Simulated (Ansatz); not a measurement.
# Run report: CH6BNOSSi, molecular dynamics

System: CH6BNOSSi, SMILES N[Si]1(S)CBO1.
Method: RKS PBE-d3bjatm/def2-SVP (Ansatz 0.2.0).

The geometry comes from this level: PBE0-D4/def2-TZVP. Figures and captions count atoms from 1; the log counts them from 0 in places.

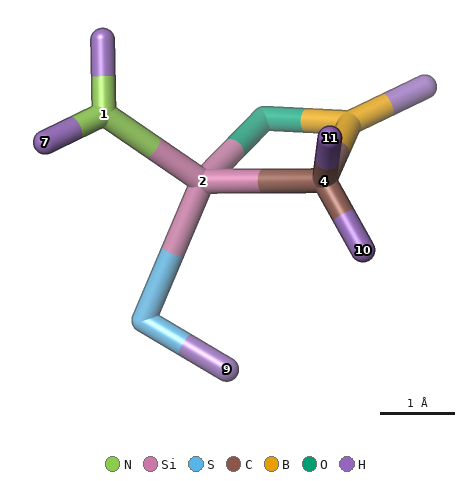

Fig. 1: The input geometry (stick view, seen on its broad side; atoms are numbered from 1 in the order of the input).

**The input**
```yaml
crystal:
  periodic: [false, false, false]
  atoms:
    - {symbol: N, position_ang: [-2.018529, -0.058150, 0.207747]}
    - {symbol: Si, position_ang: [-0.421336, -0.035689, -0.346397]}
    - {symbol: S, position_ang: [-0.510622, -0.892161, -2.288323]}
    - {symbol: C, position_ang: [1.083793, -0.417427, 0.683838]}
    - {symbol: B, position_ang: [1.230224, 1.160348, 0.521191]}
    - {symbol: O, position_ang: [0.154058, 1.559524, -0.230001]}
    - {symbol: H, position_ang: [-2.667939, -0.792039, -0.012882]}
    - {symbol: H, position_ang: [-2.367546, 0.597038, 0.885754]}
    - {symbol: H, position_ang: [0.757931, -1.331126, -2.260037]}
    - {symbol: H, position_ang: [1.885330, -1.017732, 0.250445]}
    - {symbol: H, position_ang: [0.905516, -0.767386, 1.702706]}
    - {symbol: H, position_ang: [2.046018, 1.939599, 0.919762]}
basis:
  gaussian: {orbitals: def2-SVP}
hamiltonian: {xc: {name: PBE}, dispersion: d3bjatm}
md: {timestep: 1 fs, n_steps: 30, ensemble: nvt_langevin, temperature: 1000, initial_velocities: maxwell_boltzmann, friction: 0.01, seed: 994}
```

Launch command:
```bash
ansatz run in.yaml --threads 4 --pin off --events-out ev --progress --plain --max-ram 10444MiB
```

**What the program printed**
```
Functional definition: PBE
  name "PBE"
  cite "Perdew, Burke & Ernzerhof, Phys. Rev. Lett. 77, 3865 (1996) doi:10.1103/PhysRevLett.77.3865"
  parent pbe
  parameter kappa = 0.804
  parameter beta = 0.06672455060314922
  exchange = pbe_x(kappa = kappa, mu = beta*pi^2/3)
  correlation = pbe_c(beta = beta)
1376 factors; their error is unknown
mean field evaluation 1: about -24023.3272 eV, gradient 8.8e1 eV
mean field evaluation 2: about -23977.0558 eV, gradient 1.6e2 eV
mean field evaluation 4: about -24038.9966 eV, gradient 1.6e1 eV
mean field evaluation 8: about -24039.5603 eV, gradient 1.5e-1 eV
mean field evaluation 16: about -24039.4829 eV, gradient 1.9e-3 eV
mean field -24039.48287358 eV, -883.4347010573 hartree, gradient 3.0e-5 eV, S^2 0.000000; 0 other end points of the search recorded, 0 dependent functions left out
the calculation of the forces begins
reference -24039.48291145 eV, -883.4347024491 hartree; 31, 31 occupied and 91, 91 virtual orbitals, 1376 factors
md step     0: t =     0.00 fs  T =   916.7 K  F+E_penalty+E_count = -24039.79941416 eV  E_kin = 1.421860 eV  (30 SCF iters)
these checks for a lower state are left out or cut short: starts, cluster_reference, orbital_swaps, neighbouring_geometries, increment
1376 factors; their error is unknown
mean field -24039.41211414 eV, -883.4321006959 hartree, gradient 1.0e-5 eV, S^2 0.000000; 0 other end points of the search recorded, 0 dependent functions left out
the calculation of the forces begins
reference -24039.41215195 eV, -883.4321020855 hartree; 31, 31 occupied and 91, 91 virtual orbitals, 1376 factors
md step     1: t =     1.00 fs  T =   907.4 K  F+E_penalty+E_count = -24039.72879679 eV  E_kin = 1.407412 eV  (31 SCF iters, 3 dispersion substeps)
[... from here on the SCF iterations and repeated set-up lines of each step are left out, up to the last step ...]
md step     2: t =     2.00 fs  T =   806.5 K  F+E_penalty+E_count = -24039.63258911 eV  E_kin = 1.250943 eV  (31 SCF iters, 3 dispersion substeps)
md step     3: t =     3.00 fs  T =   854.8 K  F+E_penalty+E_count = -24039.57049365 eV  E_kin = 1.325969 eV  (31 SCF iters, 3 dispersion substeps)
md step     4: t =     4.00 fs  T =   845.0 K  F+E_penalty+E_count = -24039.50393419 eV  E_kin = 1.310651 eV  (31 SCF iters, 3 dispersion substeps)
md step     5: t =     5.00 fs  T =   791.0 K  F+E_penalty+E_count = -24039.39064369 eV  E_kin = 1.226987 eV  (31 SCF iters, 3 dispersion substeps)
md step     6: t =     6.00 fs  T =   706.9 K  F+E_penalty+E_count = -24039.26402594 eV  E_kin = 1.096415 eV  (31 SCF iters, 3 dispersion substeps)
md step     7: t =     7.00 fs  T =   657.0 K  F+E_penalty+E_count = -24039.19447856 eV  E_kin = 1.019108 eV  (31 SCF iters, 3 dispersion substeps)
md step     8: t =     8.00 fs  T =   641.4 K  F+E_penalty+E_count = -24039.18356892 eV  E_kin = 0.994827 eV  (31 SCF iters, 3 dispersion substeps)
md step     9: t =     9.00 fs  T =   640.2 K  F+E_penalty+E_count = -24039.16795881 eV  E_kin = 0.992971 eV  (31 SCF iters, 3 dispersion substeps)
md step    10: t =    10.00 fs  T =   588.0 K  F+E_penalty+E_count = -24039.13599592 eV  E_kin = 0.912055 eV  (31 SCF iters, 3 dispersion substeps)
md step    11: t =    11.00 fs  T =   539.7 K  F+E_penalty+E_count = -24039.12926644 eV  E_kin = 0.837088 eV  (31 SCF iters, 3 dispersion substeps)
md step    12: t =    12.00 fs  T =   546.1 K  F+E_penalty+E_count = -24039.11643767 eV  E_kin = 0.847103 eV  (31 SCF iters, 3 dispersion substeps)
md step    13: t =    13.00 fs  T =   541.4 K  F+E_penalty+E_count = -24039.08524191 eV  E_kin = 0.839773 eV  (31 SCF iters, 3 dispersion substeps)
md step    14: t =    14.00 fs  T =   488.0 K  F+E_penalty+E_count = -24039.06611258 eV  E_kin = 0.756970 eV  (31 SCF iters, 3 dispersion substeps)
md step    15: t =    15.00 fs  T =   551.6 K  F+E_penalty+E_count = -24039.06022881 eV  E_kin = 0.855602 eV  (31 SCF iters, 3 dispersion substeps)
md step    16: t =    16.00 fs  T =   585.3 K  F+E_penalty+E_count = -24039.04996436 eV  E_kin = 0.907892 eV  (31 SCF iters, 3 dispersion substeps)
md step    17: t =    17.00 fs  T =   566.7 K  F+E_penalty+E_count = -24039.04321983 eV  E_kin = 0.879008 eV  (31 SCF iters, 3 dispersion substeps)
md step    18: t =    18.00 fs  T =   583.6 K  F+E_penalty+E_count = -24039.04029798 eV  E_kin = 0.905215 eV  (31 SCF iters, 3 dispersion substeps)
md step    19: t =    19.00 fs  T =   593.4 K  F+E_penalty+E_count = -24039.04871919 eV  E_kin = 0.920510 eV  (32 SCF iters, 3 dispersion substeps)
md step    20: t =    20.00 fs  T =   632.6 K  F+E_penalty+E_count = -24039.06348621 eV  E_kin = 0.981171 eV  (32 SCF iters, 3 dispersion substeps)
md step    21: t =    21.00 fs  T =   658.7 K  F+E_penalty+E_count = -24039.08558163 eV  E_kin = 1.021654 eV  (31 SCF iters, 3 dispersion substeps)
md step    22: t =    22.00 fs  T =   652.2 K  F+E_penalty+E_count = -24039.09340600 eV  E_kin = 1.011621 eV  (31 SCF iters, 3 dispersion substeps)
md step    23: t =    23.00 fs  T =   647.6 K  F+E_penalty+E_count = -24039.05980192 eV  E_kin = 1.004493 eV  (31 SCF iters, 3 dispersion substeps)
md step    24: t =    24.00 fs  T =   607.4 K  F+E_penalty+E_count = -24038.99770510 eV  E_kin = 0.942147 eV  (30 SCF iters, 3 dispersion substeps)
md step    25: t =    25.00 fs  T =   588.6 K  F+E_penalty+E_count = -24038.99217950 eV  E_kin = 0.913056 eV  (30 SCF iters, 3 dispersion substeps)
md step    26: t =    26.00 fs  T =   636.3 K  F+E_penalty+E_count = -24039.08078307 eV  E_kin = 0.987036 eV  (31 SCF iters, 3 dispersion substeps)
md step    27: t =    27.00 fs  T =   695.7 K  F+E_penalty+E_count = -24039.17098466 eV  E_kin = 1.079153 eV  (30 SCF iters, 3 dispersion substeps)
md step    28: t =    28.00 fs  T =   676.5 K  F+E_penalty+E_count = -24039.15745553 eV  E_kin = 1.049287 eV  (31 SCF iters, 3 dispersion substeps)
md step    29: t =    29.00 fs  T =   688.5 K  F+E_penalty+E_count = -24039.06543396 eV  E_kin = 1.067922 eV  (30 SCF iters, 3 dispersion substeps)
these checks for a lower state are left out or cut short: starts, cluster_reference, orbital_swaps, neighbouring_geometries, increment
1376 factors; their error is unknown
mean field -24038.69028868 eV, -883.4055740997 hartree, gradient 1.2e-5 eV, S^2 0.000000; 0 other end points of the search recorded, 0 dependent functions left out
the calculation of the forces begins
reference -24038.69032614 eV, -883.4055754763 hartree; 31, 31 occupied and 91, 91 virtual orbitals, 1376 factors
1376 factors; their error is unknown
mean field evaluation 256: about -24023.0370 eV, gradient 8.6e1 eV
mean field -24038.69028868 eV, -883.4055740997 hartree, gradient 1.3e-5 eV, S^2 0.000000; 1 other end points of the search recorded, 0 dependent functions left out
the calculation of the forces begins
reference -24038.69032614 eV, -883.4055754763 hartree; 31, 31 occupied and 91, 91 virtual orbitals, 1376 factors
md step    30: t =    30.00 fs  T =   643.6 K  F+E_penalty+E_count = -24039.00721218 eV  E_kin = 0.998248 eV  (30 SCF iters, 3 dispersion substeps)
```

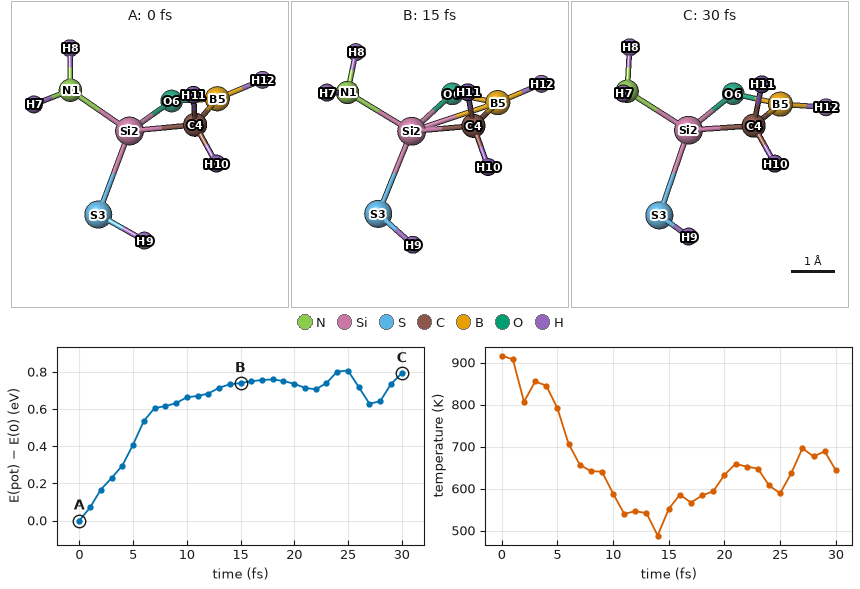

Fig. 2: Frames of the molecular dynamics (ball-and-stick, seen at a tilt) above the curves, on which the letters mark them. The trajectory kept here has 31 frames over 30 fs. The temperature starts at 917 K, ranges from 488 to 917 K and averages 626 K over the second half. The potential energy ends 0.792 eV above its first value. After an unweighted best fit of the last frame on the first, the root-mean-square displacement is 0.32 Å, and H7 has moved furthest (0.67 Å).

```
Total energy: -24039.00724964 eV, -883.4172221999 hartree
Atom 0 at    -2.189768    -0.086208     0.001595 Å, force    -0.807364     1.664041     0.220460 eV/Å
Atom 1 at    -0.510907    -0.010119    -0.352840 Å, force     0.566103     0.153228     1.216695 eV/Å
Atom 2 at    -0.310232    -1.076617    -2.186590 Å, force     0.833944    -0.820642     0.030181 eV/Å
Atom 3 at     0.865633    -0.388323     0.883268 Å, force     0.427247     0.844869     1.992552 eV/Å
Atom 4 at     1.184149     1.175547     0.558511 Å, force    -1.710780    -1.920533    -0.914228 eV/Å
Atom 5 at     0.052951     1.625120    -0.102904 Å, force     0.080807     0.396610    -0.606261 eV/Å
Atom 6 at    -2.219125    -0.912364     0.552210 Å, force    -0.602514    -1.903679     0.647312 eV/Å
Atom 7 at    -2.568211     0.614824     0.673321 Å, force     0.382485     0.030985    -0.572025 eV/Å
Atom 8 at     0.554874    -2.047139    -1.624193 Å, force    -0.582629     0.945075    -0.451278 eV/Å
Atom 9 at     1.698371    -1.088391     0.670209 Å, force    -0.133064    -0.133825     0.206095 eV/Å
Atom 10 at     0.654872    -0.339301     2.070296 Å, force     0.067232    -0.489164    -2.230777 eV/Å
Atom 11 at     2.173094     1.752980     0.581643 Å, force     1.478533     1.233036     0.461276 eV/Å
Dipole moment:    -0.006005    -0.347817     0.462324 e Å
```

**Trajectory as extended XYZ (Å, eV, eV/Å), 8 of the 31 frames kept, from step=0 to step=30**
```
12
Properties=species:S:1:pos:R:3:forces:R:3 step=0 time_fs=0.0 energy=-24039.79941 temperature=916.7
N    -2.0185   -0.0582    0.2077   -0.0826   0.0673  -0.0405
Si   -0.4213   -0.0357   -0.3464   -0.0758  -0.9701  -0.2142
S    -0.5106   -0.8922   -2.2883   -0.4838   0.0008  -0.4265
C     1.0838   -0.4174    0.6838    0.0225   0.2061  -0.0632
B     1.2302    1.1603    0.5212    0.0825  -0.2382   0.0965
O     0.1541    1.5595   -0.2300    0.0695   1.3272  -0.1574
H    -2.6679   -0.7920   -0.0129   -0.4447  -0.5050  -0.1557
H    -2.3675    0.5970    0.8858   -0.2388   0.4546   0.4604
H     0.7579   -1.3311   -2.2600    0.4642  -0.1708   0.0141
H     1.8853   -1.0177    0.2504    0.4480  -0.3291  -0.2084
H     0.9055   -0.7674    1.7027   -0.0881  -0.1941   0.5384
H     2.0460    1.9396    0.9198    0.3271   0.3515   0.1565
12
Properties=species:S:1:pos:R:3:forces:R:3 step=4 time_fs=4.0 energy=-24039.50393 temperature=845.0
N    -2.0307   -0.0678    0.1432   -2.2505  -0.6681   0.8515
Si   -0.4106   -0.0339   -0.3378   -0.2041  -0.5017  -0.6739
S    -0.4855   -0.9081   -2.2762    1.7280  -1.0620  -0.4118
C     1.0703   -0.4279    0.7154   -0.1636  -0.0419  -0.4863
B     1.2154    1.1649    0.5090   -0.4600   0.2195  -0.0319
O     0.1262    1.6138   -0.2334    0.2864  -0.5341   0.2074
H    -2.7092   -0.8791    0.1691    1.2252   0.8717  -0.3576
H    -2.3935    0.6374    0.7949    0.2227   0.1000  -0.1044
H     0.8355   -1.5430   -2.2428   -1.7302   0.9279   0.0048
H     1.7486   -1.1740    0.2365    0.1268   0.3714   0.4263
H     0.7088   -0.7737    1.7033    0.3667   0.0384   0.1822
H     1.9275    2.0322    0.8871    0.8525   0.2790   0.3939
12
Properties=species:S:1:pos:R:3:forces:R:3 step=9 time_fs=9.0 energy=-24039.16796 temperature=640.2
N    -2.0733   -0.0912    0.0851    0.0920   2.0737   0.7697
Si   -0.3996   -0.0357   -0.3328   -1.6029  -0.1015  -0.8674
S    -0.4491   -0.9326   -2.2701   -0.9846   0.4832  -0.4459
C     1.0254   -0.4475    0.7611   -0.5036  -0.4548   0.0780
B     1.1927    1.1653    0.4819    0.2575   1.7538   1.0891
O     0.0955    1.6792   -0.2176    0.3696  -2.2808   0.1427
H    -2.6441   -0.8737    0.3346   -0.2816  -1.0939  -0.0986
H    -2.3769    0.7055    0.6845    0.1916  -0.3757  -0.3988
H     0.6569   -1.6411   -2.1720    1.1621  -0.5335   0.1175
H     1.6358   -1.2866    0.2975   -0.0264   0.9066   0.6954
H     0.5206   -0.7940    1.7490    1.0923   0.6435  -0.9784
H     1.8956    2.1208    0.8955    0.2342  -1.0204  -0.1032
12
Properties=species:S:1:pos:R:3:forces:R:3 step=13 time_fs=13.0 energy=-24039.08524 temperature=541.4
N    -2.1082   -0.0929    0.0547    0.3861  -0.5465   0.1778
Si   -0.3960   -0.0356   -0.3387   -2.0800  -0.1286  -0.4039
S    -0.4261   -0.9520   -2.2576    0.1802  -0.2431  -0.5209
C     0.9793   -0.4783    0.7949    0.4193   2.5242  -2.7997
B     1.1872    1.1834    0.4719   -0.5218   0.3055   1.1021
O     0.0768    1.7127   -0.1900    0.5497  -2.6904  -0.0024
H    -2.5684   -0.9611    0.4308    0.5895   0.9430  -0.4955
H    -2.3184    0.7210    0.6179   -0.5747   0.3823   0.5413
H     0.6449   -1.7834   -2.0889    0.0777   0.2305   0.0218
H     1.6157   -1.2647    0.4162    0.8728  -0.3712  -0.1473
H     0.5639   -0.7274    1.7192   -0.6689  -0.3114   2.4172
H     1.9240    2.0316    0.8958    0.7701  -0.0943   0.1095
12
Properties=species:S:1:pos:R:3:forces:R:3 step=17 time_fs=17.0 energy=-24039.04322 temperature=566.7
N    -2.1325   -0.0955    0.0248    0.5002   0.7885   0.7710
Si   -0.4064   -0.0417   -0.3454   -1.7898   0.0382   0.2375
S    -0.4039   -0.9761   -2.2448    1.1229  -1.0685  -0.4719
C     0.9420   -0.4926    0.8151    1.0109   0.5047   0.0978
B     1.1821    1.2046    0.4707   -0.4188  -0.6281   1.1434
O     0.0709    1.7272   -0.1588    0.4228  -2.5016  -0.2557
H    -2.4270   -0.9847    0.4875    0.0695   0.7268  -0.3072
H    -2.3250    0.7402    0.6296   -0.2748  -0.8588  -0.2317
H     0.6445   -1.9123   -1.9959   -0.8263   1.0765  -0.1836
H     1.7164   -1.3042    0.5058   -0.9402   1.3004   0.4514
H     0.5984   -0.6675    1.9083    0.4580   0.3714  -1.3189
H     2.0246    1.9401    0.8808    0.6654   0.2505   0.0678
12
Properties=species:S:1:pos:R:3:forces:R:3 step=21 time_fs=21.0 energy=-24039.08558 temperature=658.7
N    -2.1588   -0.0954    0.0029    0.7386   1.4887  -0.1354
Si   -0.4351   -0.0420   -0.3506   -0.9460   0.2752   0.6682
S    -0.3761   -1.0102   -2.2279   -0.5833   0.5720  -0.9776
C     0.9090   -0.4911    0.8350   -0.1475   2.2959   0.9740
B     1.1780    1.2194    0.4852    0.9676  -0.8058   1.1397
O     0.0680    1.7147   -0.1370    0.2178  -1.7429  -0.3976
H    -2.2740   -0.9364    0.5386   -0.5322  -1.1307   0.4919
H    -2.3382    0.6769    0.6604   -0.3056   0.0457   0.0325
H     0.5473   -1.8998   -1.9046    0.9369  -0.5436   0.3063
H     1.6865   -1.2206    0.6131    0.4352  -0.2709  -0.2572
H     0.6606   -0.5627    1.9702    0.0620   0.1500  -1.5075
H     2.2030    1.8800    0.8244   -0.8436  -0.3337  -0.3374
12
Properties=species:S:1:pos:R:3:forces:R:3 step=26 time_fs=26.0 energy=-24039.08078 temperature=636.3
N    -2.1743   -0.0851   -0.0120   -0.6556  -0.8073   2.1092
Si   -0.4805   -0.0301   -0.3509    0.3744   0.4747   1.0166
S    -0.3387   -1.0479   -2.2056   -0.0856   0.1912  -0.6563
C     0.8726   -0.4417    0.8717    1.5232   1.4490  -2.6258
B     1.1789    1.2046    0.5329    0.3089  -1.3089  -0.2526
O     0.0618    1.6735   -0.1193    0.2605  -0.7589  -0.3846
H    -2.1901   -0.9507    0.6258   -0.4057   0.7074  -1.1753
H    -2.4455    0.6232    0.7028    0.1078   0.1155  -0.5264
H     0.5467   -1.9523   -1.7468    0.4169  -0.1223   0.1400
H     1.7184   -1.1447    0.6577   -0.3953   0.2261  -0.0626
H     0.7342   -0.4127    1.9107   -0.8505  -0.2514   2.2991
H     2.2538    1.8010    0.6916   -0.5988   0.0849   0.1188
12
Properties=species:S:1:pos:R:3:forces:R:3 step=30 time_fs=30.0 energy=-24039.00721 temperature=643.6
N    -2.1898   -0.0862    0.0016   -0.8074   1.6640   0.2205
Si   -0.5109   -0.0101   -0.3528    0.5661   0.1532   1.2167
S    -0.3102   -1.0766   -2.1866    0.8339  -0.8206   0.0302
C     0.8656   -0.3883    0.8833    0.4272   0.8449   1.9926
B     1.1841    1.1755    0.5585   -1.7108  -1.9205  -0.9142
O     0.0530    1.6251   -0.1029    0.0808   0.3966  -0.6063
H    -2.2191   -0.9124    0.5522   -0.6025  -1.9037   0.6473
H    -2.5682    0.6148    0.6733    0.3825   0.0310  -0.5720
H     0.5549   -2.0471   -1.6242   -0.5826   0.9451  -0.4513
H     1.6984   -1.0884    0.6702   -0.1331  -0.1338   0.2061
H     0.6549   -0.3393    2.0703    0.0672  -0.4892  -2.2308
H     2.1731    1.7530    0.5816    1.4785   1.2330   0.4613
```

**Key numbers**

| quantity | value |
| --- | --- |
| outcome | finished |
| mean temperature over the second half | 626 K |
| trajectory | 30 steps, 30 fs |
| ensemble | nvt_langevin |
| temperature in the input | 1000 K |
| time step | 1 fs |
| potential energy (last step) | −24039.0072 eV |
| mean-field energy (last step) | −24038.6903 eV |
| dispersion energy (last step) | −0.3169 eV |
| SCF solution under orbital rotations (last step) | stable |
| largest force (length of the vector) (last step) | 2.730 eV/Å |
| dipole moment (last step) | 2.78 D |
| hardware | 4 threads of Arm Neoverse V2, 23 GiB of memory available, shared host |
| wall time | 46 s (CPU time 2.9 min) |
| peak memory | 0.53 GiB |

So short a trajectory is not equilibrated. The logged temperature at the start can lie below the typed one, since it is counted over all degrees of freedom. The temperature stays far from the 1000 K of the thermostat over the second half: the run isn't equilibrated.
